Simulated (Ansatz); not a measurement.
ClH$_{4}$HfNO$_{2}$···HCl

```yaml
atoms:
  - { symbol: Hf, position_ang: [-0.1268, -0.1604, 0.1674] }
  - { symbol: N, position_ang: [-0.0650, 0.0452, 2.3210] }
  - { symbol: H, position_ang: [-0.9078, 0.0960, 2.8946] }
  - { symbol: H, position_ang: [0.6928, -0.3097, 2.9046] }
  - { symbol: O, position_ang: [1.6774, -0.3852, -0.4488] }
  - { symbol: H, position_ang: [2.5021, -0.4840, -0.9266] }
  - { symbol: Cl, position_ang: [-1.4268, 1.5950, -0.8089] }
  - { symbol: O, position_ang: [-1.1063, -1.7587, -0.2258] }
  - { symbol: H, position_ang: [-1.4951, -2.6109, -0.4233] }
  - { symbol: Cl, position_ang: [1.6032, 2.9197, 1.3457] }
  - { symbol: H, position_ang: [0.8950, 2.0664, 2.0993] }
```

Core potentials replace the inner electrons of Hf; not at a stationary point (largest force 1.4 eV/Å).

Method: RKS B3LYP/def2-SVP (Ansatz 0.2.0).

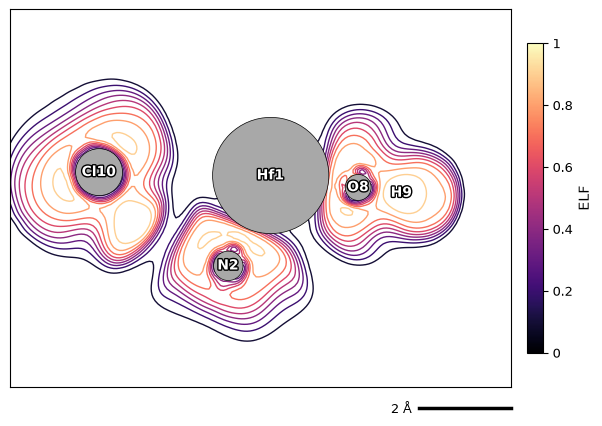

Figure 1. ELF on the plane of atoms N2, Hf1 and O8. Grey discs cover the atomic cores.

### What do the fields say about this system?

- Atoms in the plane: Hf, N, O, H and Cl.
- Hf–O (1.92 Å): the ELF peaks at about 0.80 in the valence shell of O, 0.6 Å from its nucleus, and drops to about 0.15 between the two atoms.
- Hf–N (2.16 Å): the ELF peaks at about 0.95 in the valence shell of N, 0.7 Å from its nucleus, and is about 0.25 at the midpoint.
- O–H (0.96 Å): the ELF climbs to about 1 towards the hydrogen, as it does in any bond to H; a covalent bond by its length.
- The ELF also peaks beside Cl10, away from the bonds: lone-pair regions.

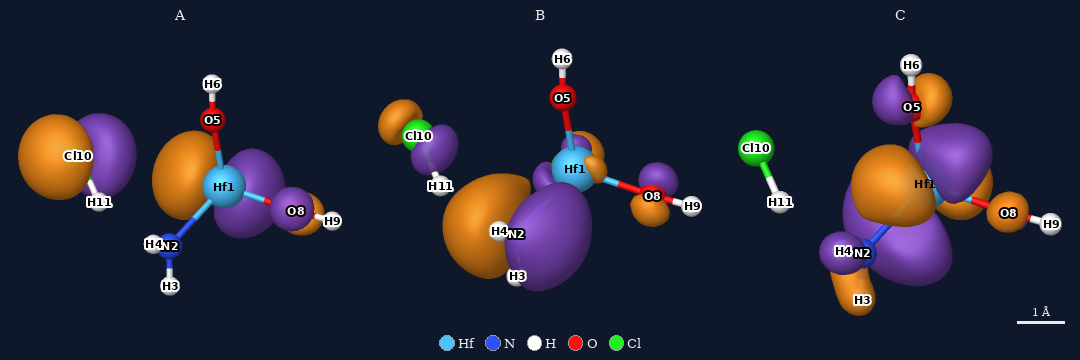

Figure 2. Three frontier orbitals at ±0.1 Å⁻³ᐟ² (orange and purple are the two phases), in no order.

### Order the three orbitals by energy and name them.

A is the HOMO−1 (−8.08 eV). By Hirshfeld shares it lies mainly on Cl7 (about 50 %) and Cl10 (about 40 %); largely a combination of lone pairs on Cl7 and Cl10. B is the HOMO (−7.03 eV). By Hirshfeld shares it lies mainly on N2 (about 65 %) and Hf1 (about 10 %); largely a lone pair of N2. C is the LUMO (−0.44 eV). Its weight (Hirshfeld) is mainly on Hf1 (about 70 %), Cl7 (about 10 %), O5 (about 5 %) and N2 (about 5 %).

### What is the HOMO–LUMO gap?

6.59 eV between the orbital energies.

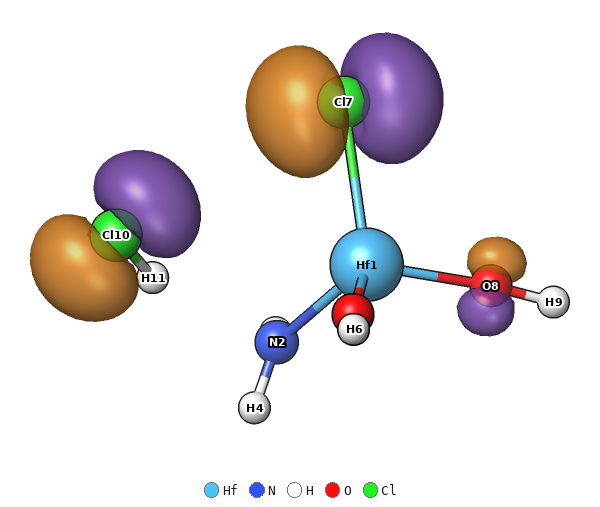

Figure 3. The HOMO−1 at ±0.15 Å⁻³ᐟ² (orange and purple are the two phases), seen from one side.

### Describe this orbital and give its energy.

By Hirshfeld shares it lies mainly on Cl7 (about 50 %) and Cl10 (about 40 %); largely a combination of lone pairs on Cl7 and Cl10. Its energy is −8.08 eV.
